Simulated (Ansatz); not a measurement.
## KRuO3 (cubic perovskite) (Pm-3m): how robust is the cRPA U?

Aim: hold the target of a cRPA run on KRuO3 (cubic perovskite) (Pm-3m) and move one thing at a time.

Calculated with Ansatz 0.2.0; constrained RPA on LDA, plane waves, PAW.

The structure was built from a prototype and need not be the compound's stable phase.

**1. Starting point**

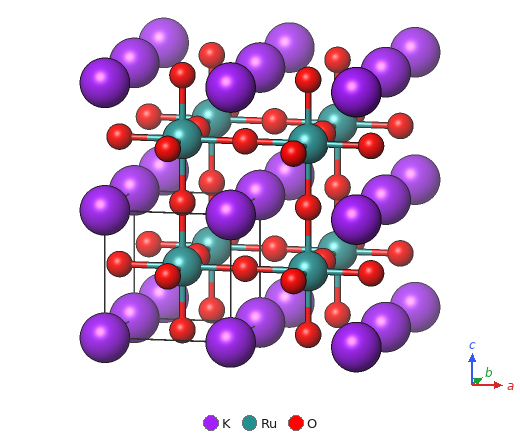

The starting structure, seen slightly off an axis (potassium purple, ruthenium teal, oxygen red). 2×2×2 cells are drawn. Some periodic images of atoms are drawn too.

Structure file:

```cif
data_structure
_symmetry_space_group_name_H-M 'Pm-3m'
_symmetry_Int_Tables_number 221
_cell_length_a 3.8149
_cell_length_b 3.8149
_cell_length_c 3.8149
_cell_angle_alpha 90.000
_cell_angle_beta 90.000
_cell_angle_gamma 90.000
_cell_volume 55.52
loop_
_atom_site_label
_atom_site_type_symbol
_atom_site_symmetry_multiplicity
_atom_site_Wyckoff_symbol
_atom_site_fract_x
_atom_site_fract_y
_atom_site_fract_z
_atom_site_occupancy
K1 K 1 a 0.00000 0.00000 0.00000 1
Ru1 Ru 1 b 0.50000 0.50000 0.50000 1
O1 O 3 c 0.00000 0.50000 0.50000 1
```

The structure was relaxed with LDA. The structure type comes from a generator and need not be one that this composition takes. The structure was generated from a model, not taken from a measurement. The runs that relaxed it are not among those shown. The program's search for lower electronic states was switched off, so nothing shows that the state found is the lowest. The default PAW set here is soft_2. Its files were made with PBE.

**2. Base: Ru d + anion p, bands v11 to c3, 4×4×4 mesh, medium accuracy**

Constrained RPA screens the interaction with every transition except those inside the target bands, which a later many-body model would treat itself.

File input.yaml:

```yaml
crystal:
  lattice:
    - [0.0, -3.81486053, 0.0]
    - [0.0, 0.0, 3.81486053]
    - [-3.81486053, 0.0, 0.0]
  atoms:
    - { symbol: K, position: [0.0, 0.0, 0.0] }
    - { symbol: Ru, position: [0.5, 0.5, 0.5] }
    - { symbol: O, position: [0.5, 0.5, 0.0] }
    - { symbol: O, position: [0.5, 0.0, 0.5] }
    - { symbol: O, position: [0.0, 0.5, 0.5] }
kpoints:
  mp_grid: { grid: [6, 6, 6] }
hamiltonian:
  xc: lda
scf:
  occupations: { method: gaussian, width: 0.08 }
  n_extra_bands: 19
  max_iter: 150
  lower_state_search: "off"
output:
  crpa:
    kmesh: [4, 4, 4]
    target_bands: [v11, c3]
    projections: [{ species: Ru, l: d, shell: 4 }, { species: O, l: p, shell: 2 }]
  local_orbitals:
    kmesh: [8, 8, 8]
    orbitals: [{ species: Ru, l: d, shell: 4 }, { species: O, l: p, shell: 2 }]
    window: { bands: [v11, c3] }
    seedname: lo
```

Launch:

```
ansatz run input.yaml --threads 4 --pin off --max-ram 9216MiB --backend cpu --events-out ev --progress --plain --runs-dir out
```

Numbers of over 12 decimals in the logs are rounded to 6 here.

What it wrote:

```text
scf.n_extra_bands = 19 over 22 filled bands (N_el = 43.0): the run solves 41 bands
Engine: ansatz 0.2.0, x86_64-unknown-linux-gnu
Pseudopotentials: kind: paw
Pseudopotential: K, paw, valence charge 9, recommended cutoff 420 eV (normal), K.paw.azcp
Pseudopotential: Ru, paw, valence charge 16, recommended cutoff 420 eV (normal), Ru.paw.azcp
Pseudopotential: O, paw, valence charge 6, recommended cutoff 420 eV (normal), O.paw.azcp
Functional definition: SPW92
  exchange = slater_x
  correlation = pw_c
Crystal: 5 atoms, lattice volume = 55.518 Å³
Basis set: ecut = 420 eV, 1045 PW (Γ)
Bands: 41, of which v1, the nominal top of the filled ones, is band 22 counted from 1 (21 counted from 0)
Symmetry: 48 space group operations
Space group: Pm-3m (ITA 221), of the structure as read, at distance tolerance 3.8e-5 Å
k-points: 20 of 216
Non-local potential: K, projectors of the file, l = 0: 3, l = 1: 2, l = 2: 2
Non-local potential: Ru, projectors of the file, l = 0: 3, l = 1: 2, l = 2: 2, l = 3: 1
Non-local potential: O, projectors of the file, l = 0: 2, l = 1: 2, l = 2: 1
PAW form: soft (Blöchl's): semilocal exchange-correlation on the pseudo side does not see the compensation charge
PAW frozen core: K, regenerated for the run's functional, and the local potential with it (the file was generated under x = pbe(κ = 0.804, μ = 0.219515), c = pbe(β = 0.066725))
PAW frozen core: Ru, regenerated for the run's functional, and the local potential with it (the file was generated under x = pbe(κ = 0.804, μ = 0.219515), c = pbe(β = 0.066725))
PAW frozen core: O, regenerated for the run's functional, and the local potential with it (the file was generated under x = pbe(κ = 0.804, μ = 0.219515), c = pbe(β = 0.066725))
PAW one-centre angular grid: K, 110 points (default); XC on 64 Gauss nodes
PAW one-centre angular grid: Ru, 590 points (default); XC on 64 Gauss nodes
PAW one-centre angular grid: O, 110 points (default); XC on 64 Gauss nodes
Initial density: superposition of atomic densities (neutral atoms: chi_scale 0, normalization atom), corrected by the library's trained network
Initial wavefunctions: pseudopotential atomic-orbital guess
Functional: x = slater, c = lda
SCF iter   1: F=—  HF=-8919.250204 eV  |F-HF|=—  |Δ(HF+E_count)|=         —  Δρ=1.25e-2  dr2=5.71e-2  ethr=1.77e-3  ⟨swp⟩=5.2  Hψ=3594  notcnv=0  defer=184
preconditioner: auto → LDOS  [metal: Δε(μ)=0.010 eV  Ē_g=21.451 eV  σ=0.080 eV  W_gap=0.07  n_scr=18 (ndim 8)  ℏωp=29.5 eV  f_vac=0.013  D(μ)=6.71/eV (n_scr^D=92)  β→1.0]
SCF iter   2: F=—  HF=-8919.230450 eV  |F-HF|=—  |Δ(HF+E_count)|=   1.98e-2  Δρ=4.01e-3  dr2=5.87e-3  ethr=1.33e-4  ⟨swp⟩=2.1  Hψ=1549  notcnv=0  defer=249
[...]
Fermi energy:    11.181070 eV
--- Per-component energies (eV) ---
  E_band       = -262.544796
  E_kinetic    = 1288.213262
  E_local      = -3262.786305  (includes V_loc(G=0)·N_el)
  E_nonlocal   = 511.680736
  E_hartree    = 1121.602883
  E_xc         = -538.901965
  E_vxc        = -680.675926  (∫ρ·V_xc dr)
  E_paw        = -4523.380075  (= ΣΔE_a)
  E_vpaw       = -362.187252  (= ΣTr[D̂ρ^β])
  E_aug_tail   = 0.007136  (compensation charges beyond the density's cutoff)
  E_ewald      = -3516.762753
  E_core_change = 1.119949  (= ΣΔE_core)
  E_smearing   = -0.021438  (= −TS)
  E_closure    = -0.000000  (closes the sum)
  Σ components = -8919.228569   (vs F -8919.228569, Δ=0.00e0)
--- Band table (eV; the first three rows and the last of 20) ---
  k-point 0: bands = [... 18 lower, 8.5289, 8.5289, 8.9835, 8.9835, 8.9835, 11.3592, 11.3592, 17.6185, ... 15 higher]
  k-point 1: bands = [... 18 lower, 8.3708, 8.7648, 8.7648, 9.8698, 9.8698, 11.3626, 12.8264, 18.1533, ... 15 higher]
  k-point 2: bands = [... 18 lower, 8.1838, 8.6783, 8.6783, 11.1003, 11.1003, 11.3685, 14.4725, 19.1029, ... 15 higher]
  k-point 19: bands = [... 18 lower, 9.7752, 9.7752, 12.2999, 12.2999, 12.2999, 17.8104, 17.8104, 19.0950, ... 15 higher]
--- cRPA (band scheme, projected local orbitals): target bands 12..25 (1-based), 14 Wannier function(s), 4×4×4 mesh, 50 bands' worth read of 55 solved, ecut_chi 136.0 eV, v(q+G=0) probe_charge, pair densities all_electron ---
  bands read: the sum over 50 bands ends inside a degenerate multiplet in 9 slots, whose members it reads at an even weight; the widest, k=10: bands 50 to 51 (counted from 1) at 1/2 each
  χ-basis size per q: N_G = 192..211
  window electrons = 21.0000, filled by tetrahedron_uncorrected; constrained ε̄⁻¹(q = 0, 0) head = 0.426941; min gauge Gram eig = 0.7470
  Kanamori averages over each shell's own Wannier functions (sites counted from 0, functions from 1):
  Each shell's averages of U are screened by what lies outside the whole window alone: parameters of one model of all the shells.
    Site 1, 4D, 5 of 5 d orbitals (Wannier functions 1, 2, 3, 4, 5; wannier90's mr 1, 2, 3, 4, 5):
      screened: U = 9.0304 eV, U' = 7.9623 eV, J = 0.5303 eV
      screened, to within: U = 1.6e-2 eV, U' = 1.6e-2 eV, J = 8.6e-4 eV
      bare: V = 17.3587 eV, V' = 15.9863 eV, J = 0.6736 eV
    Site 2, 2P, 3 of 3 p orbitals (Wannier functions 6, 7, 8; wannier90's mr 1, 2, 3):
      screened: U = 8.9118 eV, U' = 7.3991 eV, J = 0.7655 eV
      screened, to within: U = 1.6e-2 eV, U' = 1.6e-2 eV, J = 1.2e-3 eV
      bare: V = 19.7579 eV, V' = 17.8566 eV, J = 0.9582 eV
    Site 3, 2P, 3 of 3 p orbitals (Wannier functions 9, 10, 11; wannier90's mr 1, 2, 3):
      screened: U = 8.9118 eV, U' = 7.3991 eV, J = 0.7655 eV
      screened, to within: U = 1.6e-2 eV, U' = 1.6e-2 eV, J = 1.2e-3 eV
      bare: V = 19.7579 eV, V' = 17.8566 eV, J = 0.9582 eV
    Site 4, 2P, 3 of 3 p orbitals (Wannier functions 12, 13, 14; wannier90's mr 1, 2, 3):
      screened: U = 8.9118 eV, U' = 7.3991 eV, J = 0.7655 eV
      screened, to within: U = 1.6e-2 eV, U' = 1.6e-2 eV, J = 1.2e-3 eV
      bare: V = 19.7579 eV, V' = 17.8566 eV, J = 0.9582 eV
  Hermiticity witness max|P − P†| over intra, direct and exchange elements: 8.88e-15 eV (screened), 3.55e-15 eV (bare)
  Reality witness max|Im| over intra, direct and exchange elements: 3.77e-8 eV (screened), 3.29e-9 eV (bare)
[key lines of the parts left out:]
SCF converged after 8 iterations
Free energy (F): -8919.228569 eV
```

The job ended after 77 s (4 threads of Intel Xeon 6975P-C (Granite Rapids), shared host; peak memory 0.74 GiB; 4.8 min of CPU time).

Numbers from this step:

```yaml
u: 9.030 eV
u_prime_inter_orbital: 7.962 eV
j: 0.5303 eV
bare_v: 17.36 eV
bare_j: 0.6736 eV
stated_bound_on_u: 0.01577 eV
u_over_bare_v: 0.5202
electrons_in_the_window: 21.00
head_of_the_constrained_inverse_dielectric_matrix: 0.4269
least_eigenvalue_of_the_projection_s_overlap: 0.7470
target_functions: 14
bands_in_the_sums: 50
r_m_s_miss_of_the_model_bands: 2.04e-4 eV
width_of_the_target_bands: 15.24 eV
weight_of_the_projected_orbitals_in_the_window: 0.9433
```

On the Ru d shell, screening brings the on-site interaction from 17.4 eV down to U = 9.03 eV.

**3. Changed: 6×6×6 mesh**

input.yaml, the sections that differ from step 2:

```yaml
output:
  crpa:
    kmesh: [6, 6, 6]
    target_bands: [v11, c3]
    projections: [{ species: Ru, l: d, shell: 4 }, { species: O, l: p, shell: 2 }]
# crystal, kpoints, hamiltonian, scf: as in step 2
```

What it wrote:

```text
[...]
Crystal: 5 atoms, lattice volume = 55.518 Å³
Basis set: ecut = 420 eV, 1045 PW (Γ)
Bands: 41, of which v1, the nominal top of the filled ones, is band 22 counted from 1 (21 counted from 0)
Symmetry: 48 space group operations
[...]
k-points: 20 of 216
[...]
SCF iter   1: F=—  HF=-8919.250204 eV  |F-HF|=—  |Δ(HF+E_count)|=         —  Δρ=1.25e-2  dr2=5.71e-2  ethr=1.77e-3  ⟨swp⟩=5.2  Hψ=3594  notcnv=0  defer=184
[...]
SCF iter   8: F=-8919.228569 eV  HF=-8919.228569 eV  |F-HF|=2.22e-9  |Δ(HF+E_count)|=   3.99e-8  Δρ=3.73e-6  dr2=6.45e-9  ethr=2.33e-10  ⟨swp⟩=9.9  Hψ=3911  notcnv=0
SCF 1 converged in 8 iterations: F = -8919.228569 eV  dr2 = 6.45e-9
[...]
NSCF: frozen V_eff on 20 k-points
[...]
cRPA screening: q 1/216
cRPA screening: q 2/216
cRPA screening: q 8/216 (q-point 3)
cRPA screening: q 14/216 (q-point 4)
cRPA screening: q 17/216 (q-point 8)
[...]
χ-basis size per q: N_G = 192..208
[...]
screened: U = 9.0465 eV, U' = 7.9785 eV, J = 0.5302 eV
      screened, to within: U = 1.7e-2 eV, U' = 1.7e-2 eV, J = 8.6e-4 eV
      bare: V = 17.3460 eV, V' = 15.9739 eV, J = 0.6736 eV
    Site 2, 2P, 3 of 3 p orbitals (Wannier functions 6, 7, 8; wannier90's mr 1, 2, 3):
      screened: U = 8.9179 eV, U' = 7.4051 eV, J = 0.7655 eV
      screened, to within: U = 1.6e-2 eV, U' = 1.6e-2 eV, J = 1.2e-3 eV
      bare: V = 19.7454 eV, V' = 17.8443 eV, J = 0.9582 eV
    Site 3, 2P, 3 of 3 p orbitals (Wannier functions 9, 10, 11; wannier90's mr 1, 2, 3):
      screened: U = 8.9179 eV, U' = 7.4051 eV, J = 0.7655 eV
      screened, to within: U = 1.6e-2 eV, U' = 1.6e-2 eV, J = 1.2e-3 eV
      bare: V = 19.7454 eV, V' = 17.8443 eV, J = 0.9582 eV
    Site 4, 2P, 3 of 3 p orbitals (Wannier functions 12, 13, 14; wannier90's mr 1, 2, 3):
      screened: U = 8.9179 eV, U' = 7.4051 eV, J = 0.7655 eV
      screened, to within: U = 1.6e-2 eV, U' = 1.6e-2 eV, J = 1.2e-3 eV
      bare: V = 19.7454 eV, V' = 17.8443 eV, J = 0.9582 eV
[...]
[key lines of the parts left out:]
SCF converged after 8 iterations
Free energy (F): -8919.228569 eV
Fermi energy:    11.181070 eV
```

It took 10 min on 4 threads; peak memory 0.92 GiB.

This step gave:

```yaml
u: 9.046 eV
u_prime_inter_orbital: 7.978 eV
j: 0.5302 eV
bare_v: 17.35 eV
bare_j: 0.6736 eV
stated_bound_on_u: 0.01619 eV
u_over_bare_v: 0.5215
electrons_in_the_window: 21.00
head_of_the_constrained_inverse_dielectric_matrix: 0.4273
least_eigenvalue_of_the_projection_s_overlap: 0.7470
target_functions: 14
bands_in_the_sums: 50
width_of_the_target_bands: 15.24 eV
weight_of_the_projected_orbitals_in_the_window: 0.9433
```

On the Ru d shell, screening brings the on-site interaction from 17.3 eV down to U = 9.05 eV.

**4. Changed: 2×2×2 mesh**

input.yaml: that of step 3 with these lines changed.

```diff
@@ -22,3 +22,3 @@
   crpa:
-    kmesh: [6, 6, 6]
+    kmesh: [2, 2, 2]
     target_bands: [v11, c3]
```

What it wrote:

```text
[...]
Crystal: 5 atoms, lattice volume = 55.518 Å³
Basis set: ecut = 420 eV, 1045 PW (Γ)
Bands: 41, of which v1, the nominal top of the filled ones, is band 22 counted from 1 (21 counted from 0)
Symmetry: 48 space group operations
[...]
k-points: 20 of 216
[...]
screened: U = 8.8722 eV, U' = 7.3507 eV, J = 0.7689 eV
      screened, to within: U = 1.5e-2 eV, U' = 1.5e-2 eV, J = 1.3e-3 eV
      bare: V = 19.9430 eV, V' = 18.0313 eV, J = 0.9621 eV
    Site 4, 2P, 3 of 3 p orbitals (Wannier functions 12, 13, 14; wannier90's mr 1, 2, 3):
      screened: U = 8.8722 eV, U' = 7.3507 eV, J = 0.7689 eV
      screened, to within: U = 1.5e-2 eV, U' = 1.5e-2 eV, J = 1.3e-3 eV
      bare: V = 19.9430 eV, V' = 18.0313 eV, J = 0.9621 eV
[...]
[key lines of the parts left out:]
SCF converged after 8 iterations
Free energy (F): -8919.228569 eV
Fermi energy:    11.181070 eV
```

Elapsed: 6.7 s, on 4 threads; peak memory 0.61 GiB; 22 s of CPU time.

This step gave:

- U: 9.017 eV
- U prime (inter-orbital): 7.942 eV
- J: 0.5346 eV
- bare V: 17.53 eV
- bare J: 0.6781 eV
- stated bound on U: 0.01423 eV
- U over bare V: 0.5144
- electrons in the window: 21
- head of the constrained inverse dielectric matrix: 0.4063
- least eigenvalue of the projection's overlap: 0.7470
- target functions: 14
- bands in the sums: 50
- width of the target bands: 15.24 eV
- weight of the projected orbitals in the window: 0.9433

On the Ru d shell, screening brings the on-site interaction from 17.5 eV down to U = 9.02 eV.

**5. Changed: sums over states**

input.yaml: that of step 4 with these lines changed.

```diff
@@ -22,4 +22,7 @@
   crpa:
-    kmesh: [2, 2, 2]
+    kmesh: [4, 4, 4]
     target_bands: [v11, c3]
     projections: [{ species: Ru, l: d, shell: 4 }, { species: O, l: p, shell: 2 }]
+    accuracy: sum_over_states
+    n_empty_bands: 22
+    ecut_chi: 70
```

What it wrote:

```text
[...]
Crystal: 5 atoms, lattice volume = 55.518 Å³
Basis set: ecut = 420 eV, 1045 PW (Γ)
Bands: 41, of which v1, the nominal top of the filled ones, is band 22 counted from 1 (21 counted from 0)
Symmetry: 48 space group operations
[...]
k-points: 20 of 216
[...]
screened: U = 9.7066 eV, U' = 8.0705 eV, J = 0.8277 eV
      bare: V = 19.7579 eV, V' = 17.8566 eV, J = 0.9582 eV
    Site 3, 2P, 3 of 3 p orbitals (Wannier functions 9, 10, 11; wannier90's mr 1, 2, 3):
      screened: U = 9.7066 eV, U' = 8.0705 eV, J = 0.8277 eV
      bare: V = 19.7579 eV, V' = 17.8566 eV, J = 0.9582 eV
    Site 4, 2P, 3 of 3 p orbitals (Wannier functions 12, 13, 14; wannier90's mr 1, 2, 3):
      screened: U = 9.7066 eV, U' = 8.0705 eV, J = 0.8277 eV
      bare: V = 19.7579 eV, V' = 17.8566 eV, J = 0.9582 eV
[...]
[key lines of the parts left out:]
SCF converged after 8 iterations
Free energy (F): -8919.228569 eV
Fermi energy:    11.181070 eV
```

Run time: 7.6 s. Hardware: 4 threads; peak memory 0.64 GiB; 27 s of CPU time.

This variant gives U = 10.20 eV against 9.03 eV. It is a finite sum over empty states with no bound on its error and stays out of the table below.

**6. Changed: accuracy low**

input.yaml: that of step 5 with these lines changed.

```diff
@@ -25,4 +25,2 @@
     projections: [{ species: Ru, l: d, shell: 4 }, { species: O, l: p, shell: 2 }]
-    accuracy: sum_over_states
-    n_empty_bands: 22
-    ecut_chi: 70
+    accuracy: low
```

What it wrote:

```text
[...]
Crystal: 5 atoms, lattice volume = 55.518 Å³
Basis set: ecut = 420 eV, 1045 PW (Γ)
Bands: 41, of which v1, the nominal top of the filled ones, is band 22 counted from 1 (21 counted from 0)
Symmetry: 48 space group operations
[...]
k-points: 20 of 216
[...]
screened: U = 8.8809 eV, U' = 7.3717 eV, J = 0.7639 eV
      screened, to within: U = 1.7e-1 eV, U' = 1.7e-1 eV, J = 1.4e-2 eV
      bare: V = 19.7579 eV, V' = 17.8566 eV, J = 0.9582 eV
    Site 4, 2P, 3 of 3 p orbitals (Wannier functions 12, 13, 14; wannier90's mr 1, 2, 3):
      screened: U = 8.8809 eV, U' = 7.3717 eV, J = 0.7639 eV
      screened, to within: U = 1.7e-1 eV, U' = 1.7e-1 eV, J = 1.4e-2 eV
      bare: V = 19.7579 eV, V' = 17.8566 eV, J = 0.9582 eV
[...]
[key lines of the parts left out:]
SCF converged after 8 iterations
Free energy (F): -8919.228569 eV
Fermi energy:    11.181070 eV
```

It took 34 s on 4 threads; peak memory 0.67 GiB; 2.1 min of CPU time.

Numbers from this step:

* U: 8.992 eV
* U prime (inter-orbital): 7.927 eV
* J: 0.5286 eV
* bare V: 17.36 eV
* bare J: 0.6736 eV
* stated bound on U: 0.1787 eV
* U over bare V: 0.5180
* electrons in the window: 21.00
* head of the constrained inverse dielectric matrix: 0.4267
* least eigenvalue of the projection's overlap: 0.7470
* target functions: 14
* bands in the sums: 50
* width of the target bands: 15.24 eV
* weight of the projected orbitals in the window: 0.9433

On the Ru d shell, screening brings the on-site interaction from 17.4 eV down to U = 8.99 eV.

[end of part 1 of 2]

[Paths, hosts, dates, memory and timing lines, banners, echoed tables and standing remarks are left out of the program output.]

[Logs are printed without paths, hosts, clocks, repeated set-up lines and the standing remarks that a program may print on its own settings, such as how far it seeks lower states.]

[Runs of the session that timed out or met a known fault of the program may be left out.]

[Hosts, paths, dates, database ids (printed as entryN), source tags and the programs' standing remarks are cut or masked in the printed files.]
